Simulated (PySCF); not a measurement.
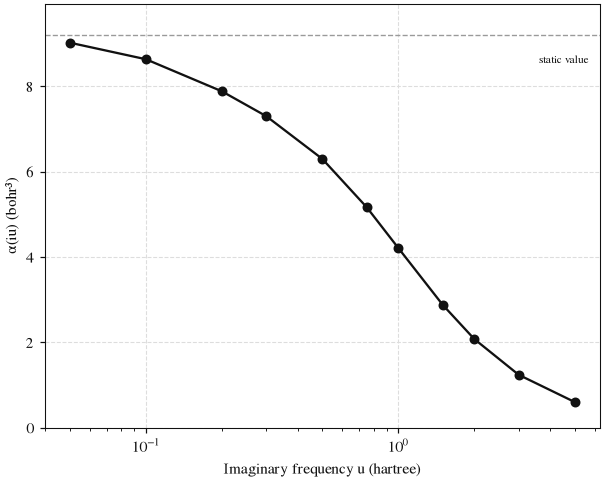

Fig. 1: Dipole polarisability at imaginary frequency of Pm²⁺ ([Xe] 4f⁵). Coupled response at the HF level; PySCF, ANO-RCC-VTZP, spin-free X2C-1e, unrestricted single determinants, no spin-orbit coupling. The static dipole polarisability is 9.20 bohr³; α(iu) falls to half of it near u = 0.89 hartree. The Casimir–Polder integral gives C₆ = 55.0 hartree bohr⁶ for two such species.

# Atomic calculation, with input and output: Pm²⁺

- system: Pm²⁺, configuration 1s2 2s2 2p6 3s2 3p6 3d10 4s2 4p6 4d10 4f5 5s2 5p6, multiplicity 6.
- method: unrestricted HF, ANO-RCC-VTZP, spin-free X2C-1e, Gaussian nucleus (PySCF)

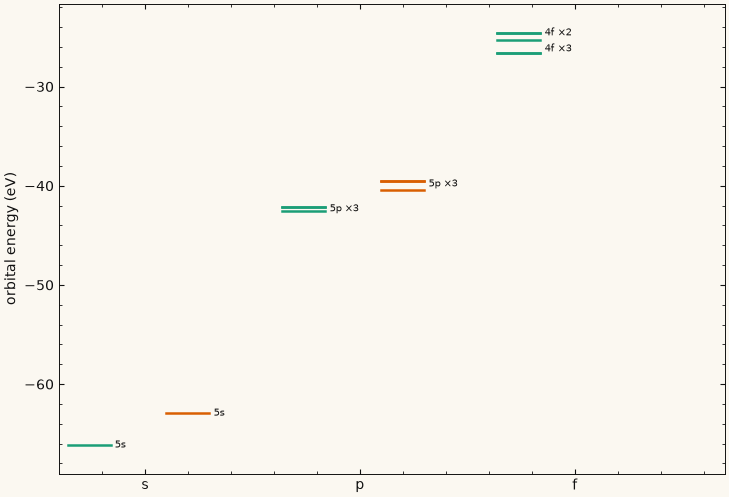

Fig. 2: Orbital energies of the mean field, from the top down to −66.1 eV, by angular momentum, α spin at the left of each column and β at the right; ×n counts the orbitals under one label. The highest filled orbital is 4f α at −24.6 eV, the lowest empty one s α at −10.1 eV.

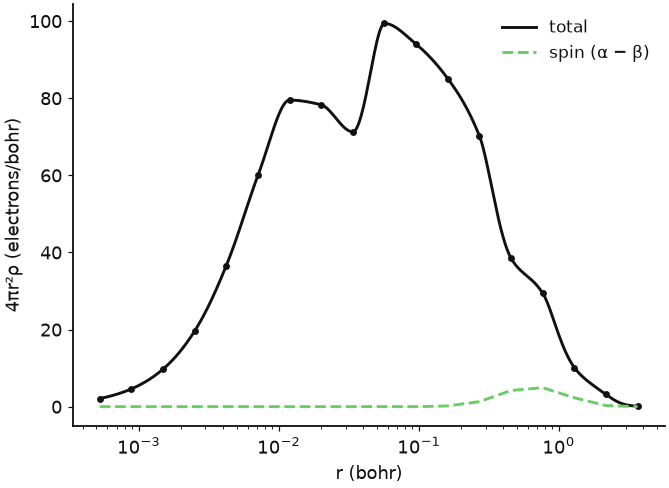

Fig. 3: Spherically averaged radial density 4πr²ρ of the mean field and its spin part; markers are the stored points, which are sparse, and the line is a monotone interpolation between them. The largest stored value is 99.4 electrons/bohr at r = 0.057 bohr. Root-mean-square radii of the shells: 4s 0.630, 4p 0.669, 4d 0.744, 4f 1.10, 5s 1.56, 5p 1.81 bohr.

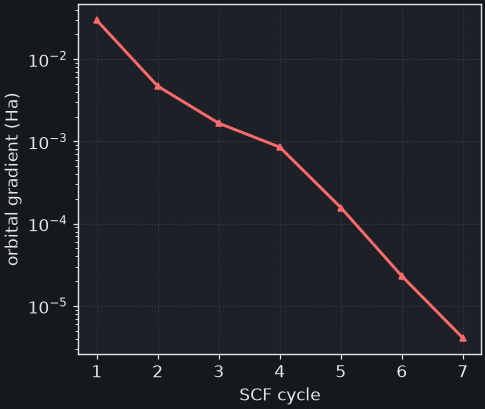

Fig. 4: Convergence: orbital gradient against the SCF cycle. The residual falls at every step. It goes from 0.030 to 4.1×10⁻⁶ in 7 steps.

Input and output of the run follow.

**Input file**
```python
from pyscf import gto, scf, dft, mp, cc
import basis_set_exchange as bse
mol = gto.M(atom="Pm 0 0 0", charge=2, spin=5, symmetry="D2h",
            basis=gto.basis.parse(bse.get_basis("ANO-RCC-VTZP", elements=["Pm"], fmt="nwchem")),
            nucmod="G")
mf = scf.UHF(mol).sfx2c1e()
mf.irrep_nelec = {'Ag': (9, 9), 'B1g': (2, 2), 'B2g': (2, 2), 'B3g': (2, 2), 'Au': (1, 0), 'B1u': (6, 4), 'B2u': (6, 4), 'B3u': (4, 4)}
mf.kernel()
```

The script is an equivalent of what the driver set up; the driver started from orbitals of its own, so the log can be shorter than this script's would be, and it computed the properties (radii, ⟨L²⟩, response) afterwards. It held the occupations shell by shell, which the script's counts by irreducible representation don't always enforce.

**Output (extracts)**
```
damping factor = 0
level_shift factor = 0
DIIS = <class 'pyscf.scf.diis.CDIIS'>
diis_start_cycle = 1
diis_space = 10
diis_damp = 0
SCF conv_tol = 1e-09
SCF conv_tol_grad = None
number electrons alpha = 32  beta = 27
cycle= 1 E= -10015.1858548914  delta_E= -0.00817  |g|= 0.0296  |ddm|= 0.0467
cycle= 2 E= -10015.1859778923  delta_E= -0.000123  |g|= 0.00468  |ddm|= 0.00749
cycle= 3 E= -10015.1859878744  delta_E= -9.98e-06  |g|= 0.00166  |ddm|= 0.00318
cycle= 4 E= -10015.1859890905  delta_E= -1.22e-06  |g|= 0.000851  |ddm|= 0.0011
cycle= 5 E= -10015.1859894076  delta_E= -3.17e-07  |g|= 0.000157  |ddm|= 0.000673
cycle= 6 E= -10015.1859894228  delta_E= -1.52e-08  |g|= 2.31e-05  |ddm|= 0.000178
cycle= 7 E= -10015.1859894234  delta_E= -5.86e-10  |g|= 4.09e-06  |ddm|= 3.83e-05
converged SCF energy = -10015.1859894234  <S^2> = 8.7555961  2S+1 = 6.0018651
```

**Summary**

- outcome: converged
- total energy: −10015.1860 hartree
- ⟨S²⟩: 8.756
- ⟨L²⟩: 24.03
- static polarisability: 9.20 bohr³
- C₆ of the like pair: 55.0 hartree bohr⁶
- SCF iterations: 7
- hardware: 1 CPU thread, shared host
- CPU time: 29 s (integrals apart)

**Remarks**

Radii and densities are those of the two-component orbitals, without the picture-change correction, so the innermost s shells come out slightly too small (about 1 % for 1s near Z = 40, more for heavier atoms). ⟨L²⟩ departs from that of the intended term, so the determinant mixes terms. Caveats: determinant is not a pure L term; basis without added diffuse functions.
